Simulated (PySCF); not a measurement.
# BF2 (SMILES F[B]F): UB2PLYP/STO-3G

What is the vertical ionisation energy of BF2 at UB2PLYP/STO-3G? Input form: a Python script.

Program for the calculation: PySCF 2.14.0.

13 further runs of the same task are left out: 4 that didn't finish, 9 set aside as unsound or not needed.

### 1 The structure to begin with

BF2 has 3 atoms, charge 0, and is taken as a doublet. SMILES: `F[B]F`. The shape is that of a PBE0-D4/def2-TZVP optimisation.

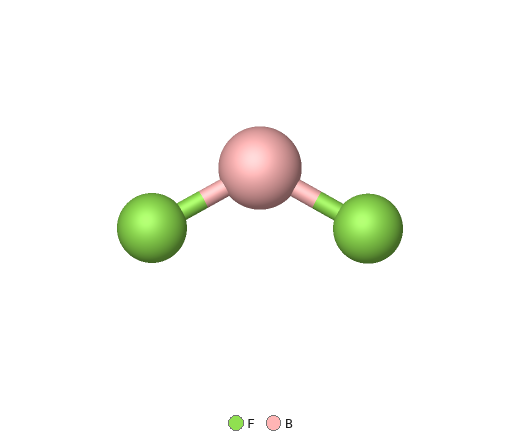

The structure, seen from a chosen angle (fluorine green, boron pink).

### 2 A single-point energy at UB2PLYP/STO-3G

Input file input.py:

```python
from pyscf import gto, dft, mp

mol = gto.M(
    atom=[
    ('F', (0.513100, -1.044300, 0.160000)),
    ('B', (0.279000, 0.240500, 0.181300)),
    ('F', (-0.802900, 0.738900, -0.354600)),
],
    max_memory=1860,
    verbose=3,
    spin=1,
    basis='sto-3g',
    charge=0,
)

myscf = dft.UKS(mol)
myscf.xc = '0.53*HF + 0.47*B88, 0.73*LYP'
myscf.conv_tol = 1e-10
myscf.grids.level = 5
myscf.kernel()
if not myscf.converged:
    myscf = myscf.newton().run(myscf.mo_coeff, myscf.mo_occ)

pt = mp.MP2(myscf, frozen=3).run()
e_tot = myscf.e_tot + 0.27 * pt.e_corr
print('PT2 part  %.8f' % (0.27 * pt.e_corr))
print('E(%s) = %.9f' % ('B2PLYP', e_tot))
```

Launch:

```
OMP_NUM_THREADS=1 python input.py
```

Log:

```text
WARN: HOMO -0.0851407960473627 >= LUMO -0.085140796047364

converged SCF energy = -221.062181316699  <S^2> = 0.75237909  2S+1 = 2.0023777
E(UMP2) = -221.17256113862  E_corr = -0.110379821920208
E(SCS-UMP2) = -221.16939170665  E_corr = -0.107210389950189
PT2 part  -0.02980255
E(B2PLYP) = -221.091983869
```

Wall time 2.5 s (1 thread of Arm Neoverse V2, shared host); peak memory 0.19 GiB.

### 3 The singlet cation, same level

Input file job.py:

```python
from pyscf import gto, dft, mp

mol = gto.Mole()
mol.atom = '''
F      0.969618    -1.973441     0.302356
B      0.527234     0.454479     0.342607
F     -1.517261     1.396319    -0.670097
'''
mol.unit = 'bohr'
mol.basis = 'sto-3g'
mol.max_memory = 1860
mol.charge = 1
mol.verbose = 3
mol.build()

myscf = dft.RKS(mol, xc='0.53*HF + 0.47*B88, 0.73*LYP')
myscf.conv_tol = 1e-10
myscf.grids.level = 5
myscf.kernel()
if not myscf.converged:
    myscf = myscf.newton().run(myscf.mo_coeff, myscf.mo_occ)

pt = mp.MP2(myscf, frozen=3).run()
e_final = myscf.e_tot + 0.27 * pt.e_corr
print('PT2 part  %.8f' % (0.27 * pt.e_corr))
print('E(%s) = %.9f' % ('B2PLYP', e_final))
```

Launch:

```
OMP_NUM_THREADS=1 python job.py
```

Log:

```text
converged SCF energy = -220.803941586669
E(RMP2) = -220.989450467608  E_corr = -0.185508880938375
E(SCS-RMP2) = -220.984697173322  E_corr = -0.180755586652329
PT2 part  -0.05008740
E(B2PLYP) = -220.854028985
```

Run time: 1.6 s. Hardware: 1 thread of Arm Neoverse V2, shared host; peak memory 0.18 GiB.

### 4 Summary of results

At UB2PLYP/STO-3G, 3 core orbitals frozen:

```
                                                             quantity          value
                                            doublet BF2: total energy  -221.09198 Eh
                                doublet BF2: dipole moment (SCF part)         0.06 D
doublet BF2: HOMO energy (SCF part's orbitals) (highest over α and β)       -4.38 eV
 doublet BF2: LUMO energy (SCF part's orbitals) (lowest over α and β)        4.60 eV
                                                    doublet BF2: ⟨S²⟩          0.752
                                         singlet cation: total energy  -220.85403 Eh
                    singlet cation: HOMO energy (SCF part's orbitals)      -20.46 eV
                    singlet cation: LUMO energy (SCF part's orbitals)       -9.47 eV
                  singlet cation: HOMO–LUMO gap (SCF part's orbitals)       10.98 eV
                   vertical ionisation energy (to the singlet cation)       6.475 eV
```

Removing an electron at fixed nuclei costs 6.48 eV (149 kcal/mol). Only the singlet of the ionised species was computed; a triplet could lie lower. In a minimal basis such a difference can be off by several eV, whatever the method. Mulliken charges (doublet BF2) run from -0.15 on F1 to +0.29 on B2. Mulliken charges (singlet cation) run from +0.06 on F1 to +0.88 on B2; they depend strongly on the basis.
